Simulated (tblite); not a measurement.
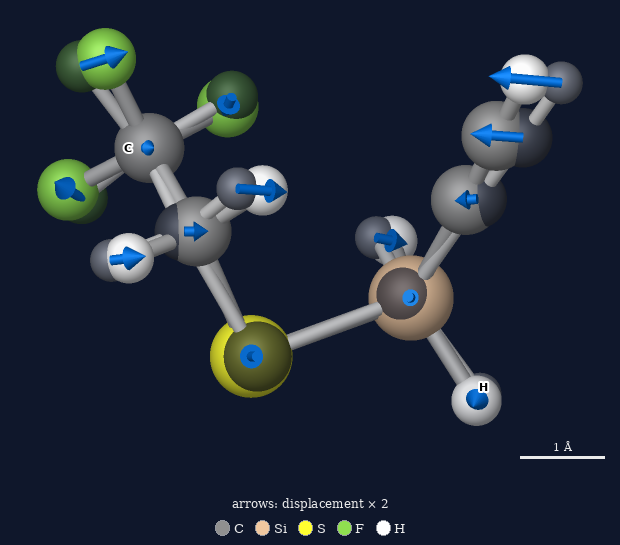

A relaxation of C4H5F3SSi. The starting structure is drawn faded, the final one solid; blue arrows show the displacements, magnified 2 times. The two geometries are superimposed by the best rigid fit.

The picture is a ball-and-stick view, seen from a free direction.

The calculation used GFN2-xTB geometry optimisation, gas phase (tblite). 

Q: Describe the change and its energy.

A: The largest move after the best rigid fit is that of an H atom, 0.44 Å. Largest moves by element: H 0.44 Å, F 0.32 Å, C 0.32 Å, S 0.23 Å, Si 0.10 Å. Some distances before and after: H–Si 1.490 → 1.456 Å, S–Si 2.154 → 2.180 Å, C–Si 1.870 → 1.847 Å, C–C 1.535 → 1.512 Å. Bond angles that change, for instance: H–Si–H 109.8° → 116.3°, S–Si–H 108.6° → 102.4°, H–C–H 106.0° → 110.5°. Over 96 geometry steps the energy falls by 2.95 kcal/mol. The run took 1.2 s on 1 thread of Arm Neoverse N1, on a shared host.
